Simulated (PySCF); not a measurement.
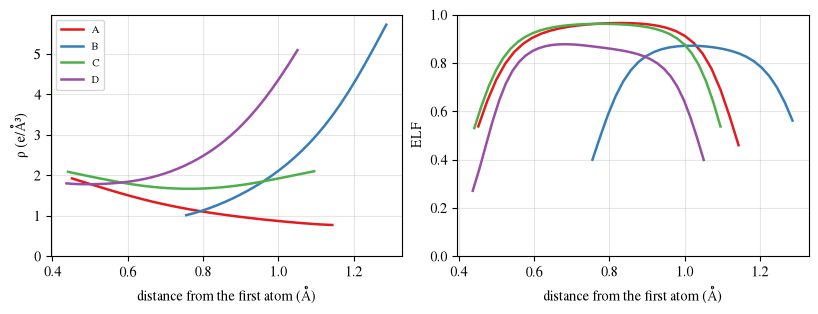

C$_{5}$H$_{14}$O$_{2}$Si$_{2}$. Total electron density and ELF along straight lines between neighbouring atoms. The curves leave out the atomic cores.

Geometry: GFN2-xTB.

Theory: PySCF, B3LYP/pcSseg-1, SCF density, in a benzene solvent model, non-relativistic.

Input file:

```
{"job": {"xc": "B3LYP", "basis": "pcSseg-1", "solvent": "benzene", "kind": "nmr", "pop": true}, "charge": 0, "multiplicity": 1}
C     -0.982272     1.652122     1.656585
Si    -0.892781     0.380970     0.240403
C     -1.282343    -1.370186     0.885144
C     -2.076292     0.857611    -1.180559
C      0.908902     0.387460    -0.419030
C      1.201933    -0.571579    -1.583659
O      2.475985    -1.121237    -1.391427
Si     2.954462    -0.982067     0.169913
O      1.728840    -0.024329     0.668223
H     -0.840331     2.665597     1.292466
H     -0.210042     1.457049     2.394455
H     -1.942859     1.616675     2.161184
H     -0.481766    -1.724868     1.527515
H     -1.396149    -2.083591     0.073606
H     -2.202070    -1.385085     1.462431
H     -3.106113     0.856406    -0.839134
H     -1.861360     1.850658    -1.563527
H     -2.005985     0.164176    -2.013290
H      1.240119     1.393106    -0.704903
H      1.179822    -0.050896    -2.544067
H      0.473592    -1.389457    -1.610332
H      2.866365    -2.237355     0.900958
H      4.245589    -0.314195     0.177683
```

Run with:

```sh
OMP_NUM_THREADS=1 python ens_run.py task.json out
```

Which curve belongs to which contact (C–C, C–O, C–Si and Si–O)? The first atom named is at distance zero.

Curve A: C–Si (1.91 Å): ρ at the midpoint is about 0.91 e/Å³; the ELF peaks at about 0.95 between the atoms, as expected for a covalent bond. Curve B: Si–O (1.63 Å): ρ at the midpoint is about 1.2 e/Å³; the ELF peaks at about 0.85 between the atoms, as expected for a shared but strongly polarised pair. Curve C: C–C (1.54 Å): the density is about 1.7 e/Å³ at the midpoint; the ELF peaks at about 0.95 between the atoms: localised, covalent bonding. Curve D: C–O (1.40 Å): ρ is about 2.1 e/Å³ halfway, with its minimum of 1.8 e/Å³ about 0.5 Å from C; the ELF peaks at about 0.90 between the atoms; a shared but strongly polarised pair.
